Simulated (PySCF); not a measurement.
## A study: HS, doublet, SMILES `[SH]`

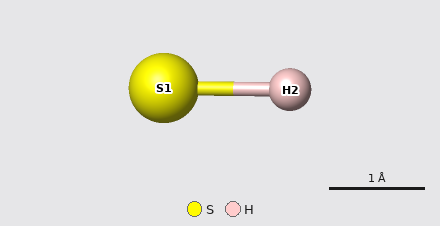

The molecule, with its atoms numbered as below. No frequency check shows the geometry to be a minimum.

Coordinates in Å:

```
S1       0.0783    0.0000    0.0000
H2      -1.2523    0.0000    0.0000
```

## 1. Bonding charge

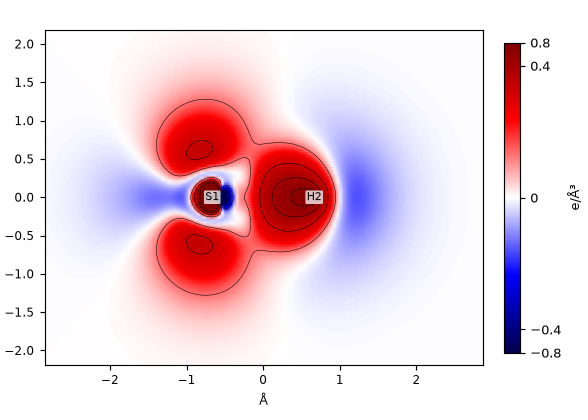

Deformation density (molecule less spherical, spin-averaged free atoms) in a plane that holds the bond; colour scale in e/Å³, logarithmic beyond ±0.1; red: gain, blue: loss.

Computed with PySCF, PBE0/def2-TZVP, geometry: GFN2-xTB. The stability of the open-shell solution wasn't checked. GFN2-xTB doesn't know the spin state, so this open-shell geometry is rough.

> Describe the bonding that the map shows.

S1–H2: +0.47 e/Å³ at the bond critical point (bond length 1.33 Å, Mayer order 1.0). In all, 0.5 electrons gather in the regions of gain relative to the promolecule.

> Where do the Hirshfeld charges lie?

The highest Hirshfeld charge is on H2 (+0.05 e), the lowest on S1 (−0.05 e).

```json
{"atom": "S1", "charge (e)": "−0.05"}
{"atom": "H2", "charge (e)": "+0.05"}
```

## 2. Bond critical points

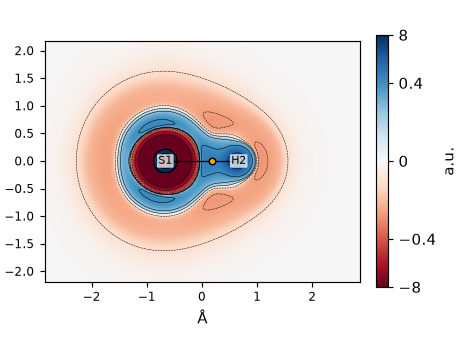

Negative Laplacian of the density (−∇²ρ) in a plane that holds the bond (blue positive, red negative, colour scale in a.u., logarithmic beyond ±0.04), with bond paths and bond critical points (dots).

> At which bond critical points in this plane is charge locally concentrated, and at which depleted?

Concentrated (∇²ρ < 0): S1–H2 (−0.66 a.u.). At none is it depleted.

> Where along S1–H2 does the critical point lie?

0.85 Å from S1 and 0.48 Å from H2.

## 3. Electrostatic potential

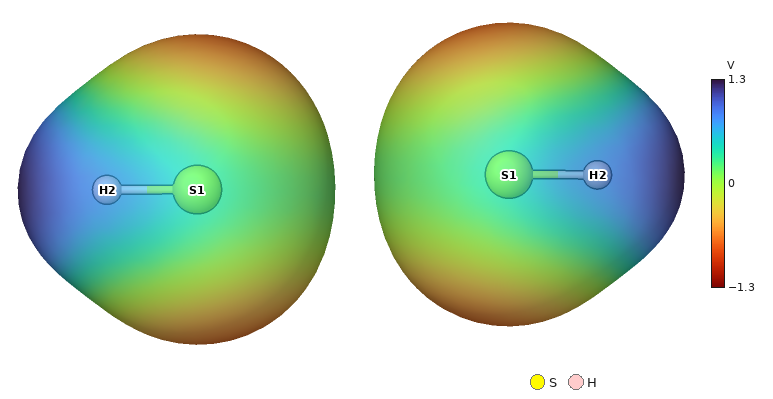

Electrostatic potential on the surface of electron density 0.001 a.u. (back view left, front view right).

> Where are the extremes of the potential on the surface?

Highest: 1.23 V, 1.3 Å from H2. Lowest: −0.69 V, 2.3 Å from S1, and at like points elsewhere. The surface is sampled at points, so like sites can differ by a few per cent and only the strongest of them is named.

> What volume does the surface enclose, and what is the dipole moment?

About 45 Å³; the dipole moment is 0.9 D.

## 4. Spin density

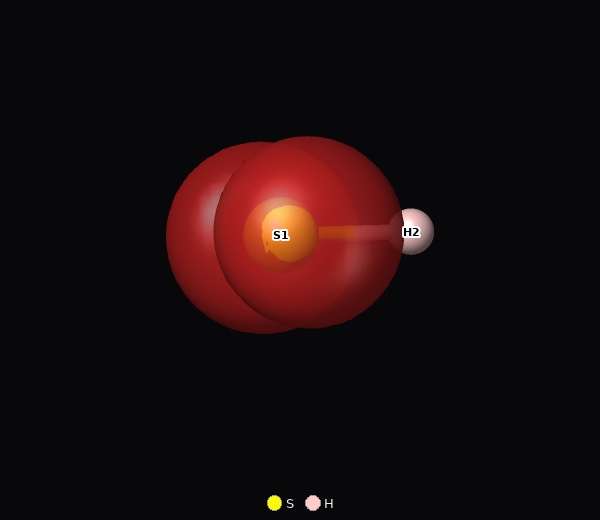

Spin density ρα − ρβ at ±0.05 e/Å³ (red: excess α, blue: excess β).

> How is the spin shared among the atoms?

Hirshfeld spin populations: S1 +0.96. ⟨S²⟩ = 0.76, as for a pure state. The density isn't cylindrical: this is one component of a degenerate Π or Δ state.

## 5. In an electric field

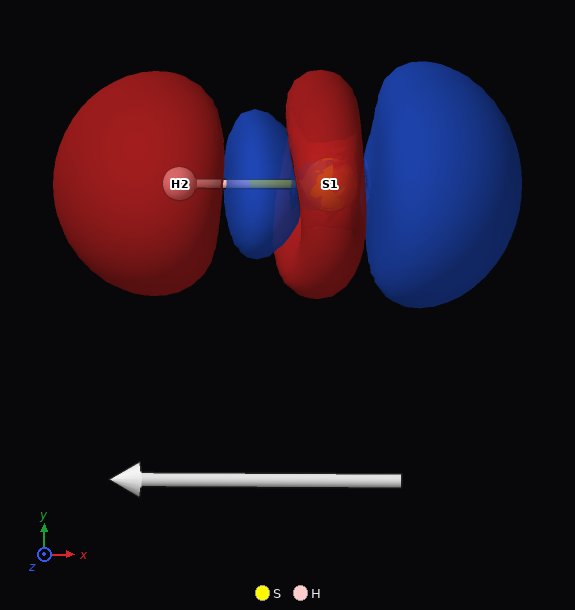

Change of the electron density in a uniform field of 0.21 V/Å along −x (arrow), surfaces at ±0.001 e/Å³ (blue: gain, red: loss).

Method: HF/6-311+G**; geometry: GFN2-xTB; program: PySCF. The basis has diffuse s and p functions alone, which still leaves polarisabilities too small, most of all across bonds. The stability of the open-shell solution wasn't checked. GFN2-xTB doesn't know the spin state, so this open-shell geometry is rough.

> What dipole is induced, and what polarisability does it imply?

The induced dipole is 0.17 D (along the field); α along this axis, from the fields in both directions, is 17 bohr³ (2.5 Å³).

> Which atoms gain and lose the most charge?

Electrons gather most on S1 (Hirshfeld charge changes by −0.010 e) and leave H2 most (+0.010 e); 0.017 electrons are displaced in all.
